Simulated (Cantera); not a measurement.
Input: 1 mol CH₃SiH₃, 0.26 mol C₃H₈, 8 mol H₂, held at 0.900 Torr.

Equilibrium computed with Cantera from the NASA thermochemical tables; the gas is ideal and each condensed phase is pure. Candidate condensed phases: C, C₆H₆, C₇H₈, C₈H₁₈, Si, SiC; 87 gas species. The feed counts by its element totals alone. Rates play no part.

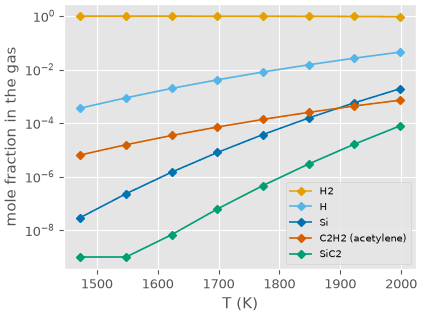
*Equilibrium gas composition (values under 1e-9 drawn at 1e-9)*

From 1473 K to 1998 K the condensed part is C(graphite) + SiC(s). The main Si-bearing gas is Si throughout.
